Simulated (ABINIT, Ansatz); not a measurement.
**KBr (Fm-3m): a worked LO-TO splitting**

How high does the longitudinal optical mode of KBr (Fm-3m) lie, given the transverse one, the Born charge and ε∞?

Main program and level: ABINIT 10.8.3; DFT LDA, scalar-relativistic, plane waves, PseudoDojo norm-conserving pseudopotentials.

**1. Set-up**

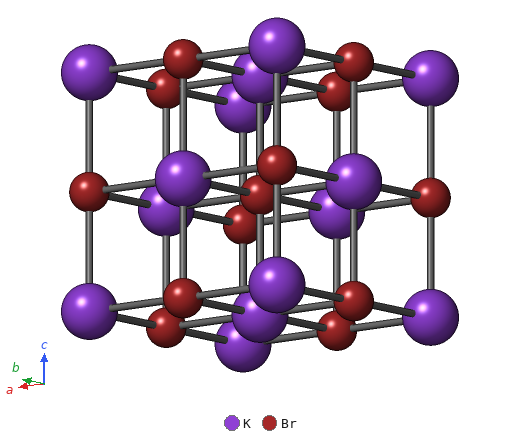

Start, viewed from a free direction; potassium purple, bromine red. This picture shows the conventional cell, with its axes. Some periodic images of atoms are drawn too.

Coordinates:

```xyz
2
Lattice="-3.1851 0.0000 3.1851 0.0000 3.1851 3.1851 -3.1851 3.1851 0.0000" Properties=species:S:1:pos:R:3 pbc="T T T"
K     0.0000    0.0000    0.0000
Br   -3.1851    3.1851    3.1851
```

This is the cell after its relaxation at this level of theory, not the database cell from which that began.

**2. What the response run gave**

A linear-response run on the relaxed cell, with the response to an electric field; only its zone-centre results are used. Cutoff 32 Ha, k mesh 6×6×6.

Numbers of over 12 decimals in the logs are rounded to 6 here.

The log of the run:

```text
[banners, grids, parts of the stress and lines that vanish by symmetry left out]
- input  file    -> dfpt_gamma.abi
- output file    -> dfpt_gamma.abo
- root for input  files -> dfpt_gammai
[...]
DATASET    1 : space group Fm -3 m (#225); Bravais cF (face-center cubic)
[...]
nfft =       91125          nkpt =         112
[...]
DATASET    2 : space group Fm -3 m (#225); Bravais cF (face-center cubic)
[...]
nfft =       91125          nkpt =         112
[...]
== DATASET  1 ==================================================================
[...]
cutoff_energies: {ecut:  32.0, pawecutdg:  -1.0, }
[...]
- 35.00000   7.00000  180309                  znucl, zion, pspdat
[...]
Perturbation : derivative vs k along direction   1
[...]
-ETOT  1  -12.533293869396     -1.253E+01 5.624E-02 0.000E+00
 ETOT  2  -12.587653158981     -5.436E-02 1.437E-03 0.000E+00
 ETOT  3  -12.588221515586     -5.684E-04 3.752E-05 0.000E+00
 ETOT  4  -12.588229503132     -7.988E-06 1.174E-06 0.000E+00
 ETOT  5  -12.588229642876     -1.397E-07 4.588E-08 0.000E+00
[...]
At SCF step   14   max residual=  9.92E-21 < tolwfr=  1.00E-20 =>converged.
[...]
Perturbation : derivative vs k along direction   2
[...]
-ETOT  1  -12.533348412386     -1.253E+01 5.928E-02 0.000E+00
[...]
At SCF step   14   max residual=  9.92E-21 < tolwfr=  1.00E-20 =>converged.
[...]
Perturbation : derivative vs k along direction   3
[...]
-ETOT  1  -12.533293868144     -1.253E+01 5.624E-02 0.000E+00
[...]
At SCF step   14   max residual=  9.92E-21 < tolwfr=  1.00E-20 =>converged.
[...]
1        1       1.3493454691   -0.0000000000
     1        2      -0.6746727345    0.0000000000
     1        3      -0.6746727345    0.0000000000
     2        1      -0.6746727345    0.0000000000
     2        2       1.3493454690   -0.0000000000
     2        3       0.6746727345   -0.0000000000
     3        1      -0.6746727345    0.0000000000
     3        2       0.6746727345   -0.0000000000
     3        3       1.3493454691   -0.0000000000
[...]
== DATASET  2 ==================================================================
[...]
cutoff_energies: {ecut:  32.0, pawecutdg:  -1.0, }
[...]
Perturbation : displacement of atom   1   along direction   1
[...]
-ETOT  1   5.309394     -2.369E+03 7.164E+00 4.029E+02
[...]
At SCF step   12       vres2   =  5.88E-11 < tolvrs=  1.00E-10 =>converged.
[...]
Perturbation : displacement of atom   2   along direction   1
[...]
-ETOT  1   1.671471     -6.256E+02 4.091E+00 9.273E+02
[...]
At SCF step   11       vres2   =  5.60E-12 < tolvrs=  1.00E-10 =>converged.
[...]
Perturbation : homogeneous electric field along direction   1
[...]
-ETOT  1  -41.263841872319     -4.126E+01 1.015E+00 2.938E+04
[...]
ETOT 11  -49.960995216629     -1.165E-12 5.538E-14 1.229E-10
 ETOT 12  -49.960995216629     -2.842E-13 4.909E-16 2.426E-12
 At SCF step   12       vres2   =  2.43E-12 < tolvrs=  1.00E-10 =>converged.
[...]
Dielectric tensor, in cartesian coordinates,
[...]
1    4   1    4         2.7614645588        -0.0000000000
   1    4   2    4         0.0000000000        -0.0000000000
   1    4   3    4         0.0000000000        -0.0000000000
   2    4   1    4         0.0000000000        -0.0000000000
   2    4   2    4         2.7614645588        -0.0000000000
   2    4   3    4        -0.0000000000        -0.0000000000
   3    4   1    4         0.0000000000        -0.0000000000
   3    4   2    4        -0.0000000000        -0.0000000000
   3    4   3    4         2.7614645588        -0.0000000000
  Effective charges, in cartesian coordinates,
[...]
1    1   1    4         1.1018275903         0.0000000000
   2    1   1    4        -0.0000000000         0.0000000000
   3    1   1    4         0.0000000000         0.0000000000
   1    2   1    4        -1.1026103277         0.0000000000
   2    2   1    4        -0.0000000000         0.0000000000
[...]
Effective charges, in cartesian coordinates,
[...]
2    4   1    2         0.0000000000         0.0000000000
   3    4   1    2         0.0000000000         0.0000000000
   1    4   2    2        -0.0000000000         0.0000000000
   2    4   2    2        -1.1026103391         0.0000000000
   3    4   2    2         0.0000000000         0.0000000000
   1    4   3    2         0.0000000000         0.0000000000
   2    4   3    2         0.0000000000         0.0000000000
   3    4   3    2        -1.1026103391         0.0000000000
  Phonon wavevector (reduced coordinates) :  0.00000  0.00000  0.00000
 Phonon energies in Hartree :
[...]
Phonon frequencies in cm-1    :
-  3.648752E-01  3.648754E-01  3.648757E-01  1.300278E+02  1.300278E+02
-  1.300278E+02
  Phonon at Gamma, with non-analyticity in the
[...]
Phonon energies in Hartree :
[...]
Phonon frequencies in cm-1    :
-  3.648752E-01  3.648754E-01  3.660537E-01  1.300278E+02  1.300278E+02
-  1.722340E+02
  Phonon at Gamma, with non-analyticity in the
[...]
Phonon energies in Hartree :
[...]
Phonon frequencies in cm-1    :
-  3.648752E-01  3.648757E-01  3.660533E-01  1.300278E+02  1.300278E+02
-  1.722340E+02
  Phonon at Gamma, with non-analyticity in the
[...]
Phonon energies in Hartree :
[...]
Phonon frequencies in cm-1    :
-  3.648754E-01  3.648757E-01  3.660532E-01  1.300278E+02  1.300278E+02
-  1.722340E+02
[...]
fcart2     0.0000000000E+00  0.0000000000E+00  0.0000000000E+00
           strten2     0.0000000000E+00  0.0000000000E+00  0.0000000000E+00
================================================================================
```

| quantity | value |
| --- | --- |
| cell volume Ω (Å³) | 64.622 |
| mass of K (u) | 39.098 |
| mass of Br (u) | 79.904 |
| Born charge of K, raw (e) | 1.102 |
| Born charge of Br, raw (e) | -1.103 |
| ε∞ | 2.761 |
| ω(TO) after the sum rule (cm⁻¹) | 130.0 |

**3. The calculation**

The charges must sum to zero over the cell; taking off their mean, 0.000 e, leaves Z* = 1.102 e on K. In the polar mode K moves against Br, so the reduced mass is μ = 39.10 × 79.90 / 119.00 = 26.253 u.

A longitudinal wave builds up a field that adds to the restoring force: ω(LO)² = ω(TO)² + 4π Z*² / (μ Ω ε∞), in Hartree atomic units. With μ = 47855 electron masses and Ω = 436.09 bohr³ the second term is 2.6490e-07 Ha², or 12760 cm⁻² (1 Ha = 219474.6 cm⁻¹).

So ω(LO) = √(16908 + 12760) = 172.2 cm⁻¹, and by the Lyddane-Sachs-Teller relation ε₀ = ε∞ (ω(LO)/ω(TO))² = 4.85.

**4. Check against the program**

The analysis program adds the same non-analytic term to the full matrix.

The log of the run:

```text
[banners, grids, parts of the stress and lines that vanish by symmetry left out]
-outvars_anaddb: echo values of input variables ----------------------

 Flags :
[...]
Dielectric Tensor and Effective Charges
[...]
Effective charge tensors after
[...]
Phonon wavevector (reduced coordinates) :  0.00000  0.00000  0.00000
 Phonon energies in Hartree :
[...]
Phonon energies in meV     :
-  0.000000E+00  0.000000E+00  0.000000E+00  1.612127E+01  1.612127E+01
-  1.612127E+01
 Phonon frequencies in cm-1    :
-  0.000000E+00  0.000000E+00  0.000000E+00  1.300268E+02  1.300268E+02
-  1.300268E+02
 Phonon frequencies in Thz     :
-  0.000000E+00  0.000000E+00  0.000000E+00  3.898105E+00  3.898105E+00
-  3.898105E+00
 Phonon energies in Kelvin  :
-  0.000000E+00  0.000000E+00  0.000000E+00  1.870795E+02  1.870795E+02
-  1.870795E+02
[...]
-  1  0.00000000E+00  0.00000000E+00 -2.14704943E-03
-     0.00000000E+00  0.00000000E+00  0.00000000E+00
-  2  0.00000000E+00  0.00000000E+00 -2.14705111E-03
-     0.00000000E+00  0.00000000E+00  0.00000000E+00
[...]
-  1  0.00000000E+00  2.14704943E-03  0.00000000E+00
-     0.00000000E+00  0.00000000E+00  0.00000000E+00
-  2  0.00000000E+00  2.14705111E-03  0.00000000E+00
-     0.00000000E+00  0.00000000E+00  0.00000000E+00
[...]
-  1  2.14704943E-03  0.00000000E+00  0.00000000E+00
-     0.00000000E+00  0.00000000E+00  0.00000000E+00
-  2  2.14705111E-03  0.00000000E+00  0.00000000E+00
-     0.00000000E+00  0.00000000E+00  0.00000000E+00
[...]
-  1  0.00000000E+00  0.00000000E+00  3.06935913E-03
-     0.00000000E+00  0.00000000E+00  0.00000000E+00
-  2  0.00000000E+00  0.00000000E+00 -1.50188514E-03
-     0.00000000E+00  0.00000000E+00  0.00000000E+00
[...]
-  1  0.00000000E+00  3.06935913E-03  0.00000000E+00
-     0.00000000E+00  0.00000000E+00  0.00000000E+00
-  2  0.00000000E+00 -1.50188514E-03  0.00000000E+00
-     0.00000000E+00  0.00000000E+00  0.00000000E+00
[...]
-  1  3.06935913E-03  0.00000000E+00  0.00000000E+00
-     0.00000000E+00  0.00000000E+00  0.00000000E+00
-  2 -1.50188514E-03  0.00000000E+00  0.00000000E+00
-     0.00000000E+00  0.00000000E+00  0.00000000E+00
[...]
-     1          0.000000    -0.000000     0.000001     0.000001
-     2         -0.000000    -0.000001    -0.000000     0.000001
-     3         -0.000001     0.000000    -0.000000     0.000001
-     4          0.000007     0.000014     1.474496     1.474496
-     5          0.000041     1.474496    -0.000014     1.474496
-     6          1.474496    -0.000041    -0.000007     1.474496
[...]
-   1     Real    0.0000E+00  0.0000E+00  0.0000E+00  0.0000E+00  0.0000E+00  0.0000E+00  0.0000E+00
[...]
-  2.135532E+01
 Phonon frequencies in cm-1    :
-  0.000000E+00  0.000000E+00  0.000000E+00  1.300268E+02  1.300268E+02
-  1.722423E+02
 Phonon frequencies in Thz     :
-  0.000000E+00  0.000000E+00  0.000000E+00  3.898105E+00  3.898105E+00
-  5.163693E+00
 Phonon energies in Kelvin  :
-  0.000000E+00  0.000000E+00  0.000000E+00  1.870795E+02  1.870795E+02
-  2.478182E+02
[...]
-  1  0.00000000E+00  0.00000000E+00 -2.14704943E-03
-     0.00000000E+00  0.00000000E+00  0.00000000E+00
-  2  0.00000000E+00  0.00000000E+00 -2.14705111E-03
-     0.00000000E+00  0.00000000E+00  0.00000000E+00
[...]
Phonon at Gamma, with non-analyticity in the
[...]
Phonon energies in Hartree :
[...]
Phonon energies in meV     :
-  0.000000E+00  0.000000E+00  0.000000E+00  1.612127E+01  1.612127E+01
-  2.135532E+01
 Phonon frequencies in cm-1    :
-  0.000000E+00  0.000000E+00  0.000000E+00  1.300268E+02  1.300268E+02
-  1.722423E+02
 Phonon frequencies in Thz     :
-  0.000000E+00  0.000000E+00  0.000000E+00  3.898105E+00  3.898105E+00
-  5.163693E+00
 Phonon energies in Kelvin  :
-  0.000000E+00  0.000000E+00  0.000000E+00  1.870795E+02  1.870795E+02
-  2.478182E+02
[...]
Phonon at Gamma, with non-analyticity in the
[...]
Phonon energies in Hartree :
[...]
Phonon energies in meV     :
-  0.000000E+00  0.000000E+00  0.000000E+00  1.612127E+01  1.612127E+01
-  2.135532E+01
 Phonon frequencies in cm-1    :
-  0.000000E+00  0.000000E+00  0.000000E+00  1.300268E+02  1.300268E+02
-  1.722423E+02
 Phonon frequencies in Thz     :
-  0.000000E+00  0.000000E+00  0.000000E+00  3.898105E+00  3.898105E+00
-  5.163693E+00
 Phonon energies in Kelvin  :
-  0.000000E+00  0.000000E+00  0.000000E+00  1.870795E+02  1.870795E+02
-  2.478182E+02
[...]
-  1  2.69657260E-06 -2.14703257E-03 -8.11343664E-06
-     0.00000000E+00  0.00000000E+00  0.00000000E+00
-  2  2.69681719E-06 -2.14703401E-03 -8.11320055E-06
-     0.00000000E+00  0.00000000E+00  0.00000000E+00
[...]
-  1  2.14704696E-03  2.68930401E-06  2.01460321E-06
-     0.00000000E+00  0.00000000E+00  0.00000000E+00
-  2  2.14704840E-03  2.68906373E-06  2.01436240E-06
-     0.00000000E+00  0.00000000E+00  0.00000000E+00
[...]
-  1  3.38999737E-04  1.98091687E-03 -2.31991660E-03
-     0.00000000E+00  0.00000000E+00  0.00000000E+00
-  2 -1.65877841E-04 -9.69293415E-04  1.13517126E-03
-     0.00000000E+00  0.00000000E+00  0.00000000E+00
[...]
-  1  2.48308736E-03 -1.53512606E-03 -9.47961296E-04
-     0.00000000E+00  0.00000000E+00  0.00000000E+00
-  2 -1.21501324E-03  7.51161046E-04  4.63852198E-04
-     0.00000000E+00  0.00000000E+00  0.00000000E+00
[...]
Direction                     Dielectric constant
[...]
0.00000   0.00000   1.00000      4.84566461
   1.00000   1.00000   1.00000      4.84566461
-
```

| quantity | by hand | program |
| --- | --- | --- |
| ω(LO) (cm⁻¹) | 172.2 | 172.2 |
| ε₀ | 4.85 | 4.85 |

**5. What came out**

| Property | Result |
| --- | --- |
| TO mode | 130.0 cm⁻¹ |
| LO mode | 172.2 cm⁻¹ |
| static dielectric constant | 4.846 |

In words: The LO mode of KBr (Fm-3m) lies at 172 cm⁻¹, 42 cm⁻¹ above the TO mode; the formula meets the program within 0.1 cm⁻¹, as it must for a cubic crystal with one polar mode. ω(LO)² − ω(TO)² goes with Z*²/ε∞: an error of 5 % in ε∞ would move the LO mode by 1.8 cm⁻¹, and semilocal functionals tend to overestimate ε∞. These are harmonic values at zero temperature, at the volume of this functional, for the structure held cubic; stability elsewhere in the zone is no part of this calculation.

[Host names and launcher messages were left out of these logs when they were recorded.]

[Logs are printed without paths, hosts, clocks, repeated set-up lines and the standing remarks that a program may print on its own settings, such as how far it seeks lower states.]

[Hosts, paths, dates, database ids (printed as entryN), source tags and the programs' standing remarks are cut or masked in the printed files.]
